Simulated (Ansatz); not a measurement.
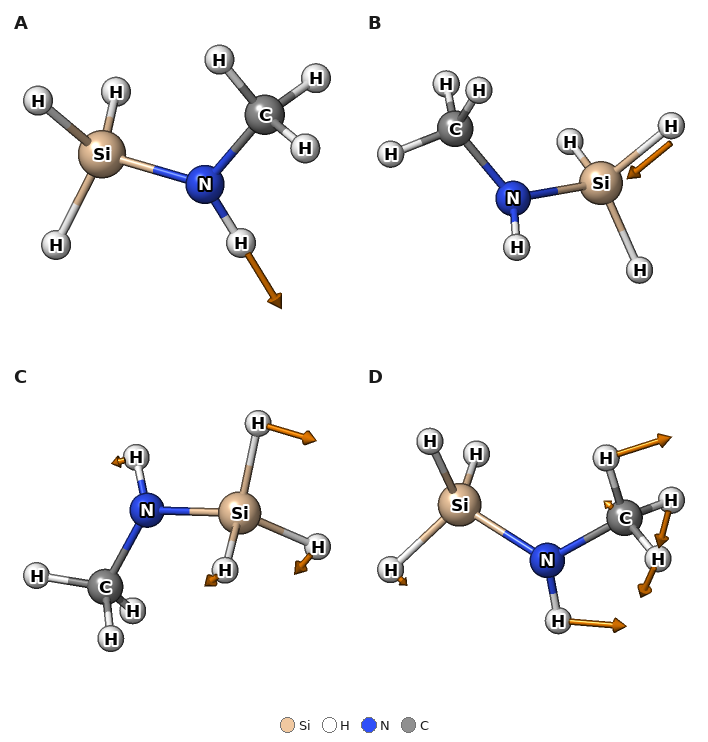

4 normal modes of one molecule or complex, as arrows. Harmonic vibrations computed with RKS PBE0-D4/def2-TZVP (Ansatz 0.2.0) at a stationary point of the same level.

### Match the panels to the wavenumbers 686 cm⁻¹, 1105 cm⁻¹, 2167 cm⁻¹, 3629 cm⁻¹.

A: 3629 cm⁻¹, N–H stretching
B: 2167 cm⁻¹, Si–H stretching
C: 686 cm⁻¹, H–Si–N bending
D: 1105 cm⁻¹, angle bending
